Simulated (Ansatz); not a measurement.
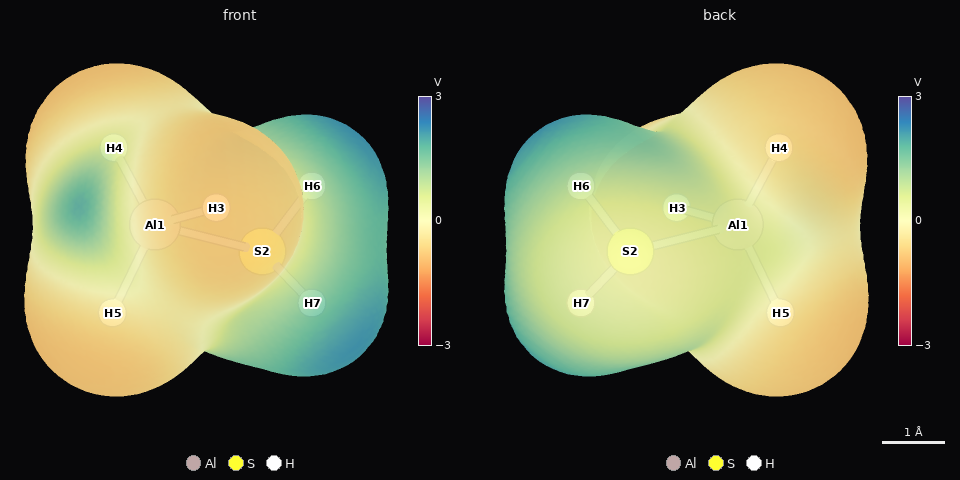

AlH$_{5}$S (SMILES [AlH3-][SH2+]). The molecular electrostatic potential painted on the density surface at 0.002 e/bohr³, seen from the front and from behind; the colour scale runs from red (negative) to blue (positive).

Level of theory: Ansatz 0.2.0, RKS PBE/def2-SVPD.

Input

```
crystal:
  periodic: [false, false, false]
  atoms:
    - { symbol: Al, position_ang: [-0.4033, -0.6927, -0.3938] }
    - { symbol: S, position_ang: [0.8308, 0.6287, 0.8913] }
    - { symbol: H, position_ang: [-0.3798, -2.1659, 0.0603] }
    - { symbol: H, position_ang: [-1.8938, -0.1469, -0.3018] }
    - { symbol: H, position_ang: [0.0423, -0.5384, -1.9381] }
    - { symbol: H, position_ang: [0.3854, 0.61627, 2.19856] }
    - { symbol: H, position_ang: [2.15819, 0.2136, 0.86059] }
basis:
  gaussian: { orbitals: def2-SVPD }
hamiltonian:
  xc: pbe
relax:
  f_tol: 0.015
  max_steps: 40
output:
  orbitals: {}
```

Command:

```sh
ansatz run input.yaml --threads 1 --pin off --max-ram 2048MiB --backend cpu --events-out ev --progress --plain --runs-dir out
```

The fields are those of the relaxed geometry.

**Describe the electrostatic potential map.**

The most negative region (about −0.9 V, or −21 kcal/mol for a unit charge) lies over H3, H4 and H5, the most positive (about +2.2 V, or +51 kcal/mol for a unit charge) over H6 and H7.
